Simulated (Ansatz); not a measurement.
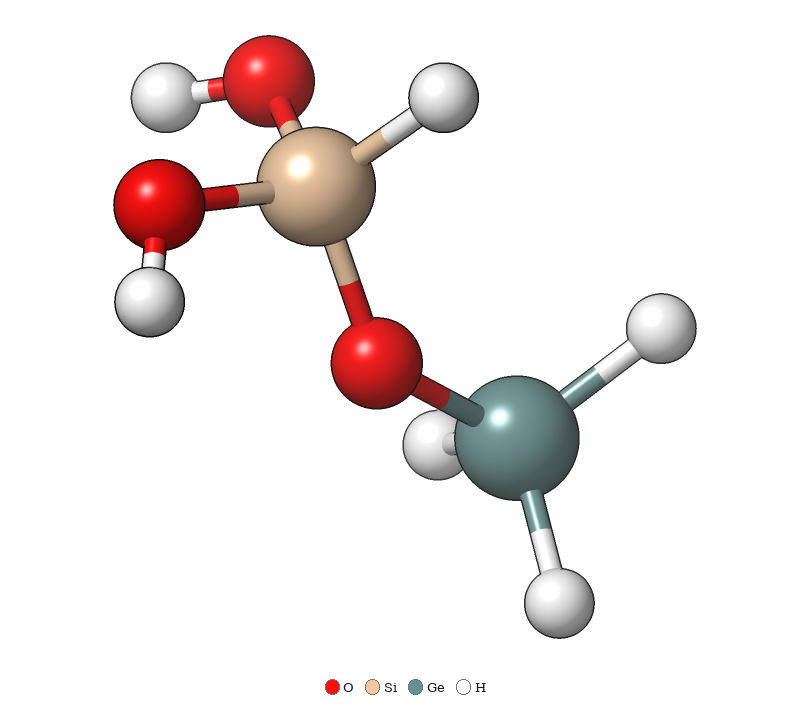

The geometry was computed by an optimisation with PBE0-D4/def2-TZVP. No frequency run is at hand to confirm it as a minimum.

Draw it as a skeletal formula.

SMILES: O[SiH](O)[O][GeH3]

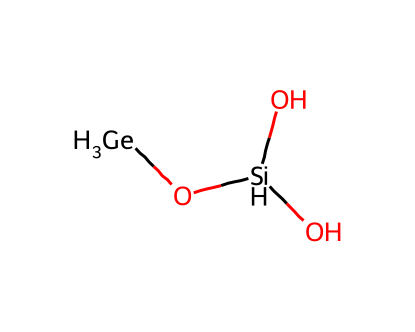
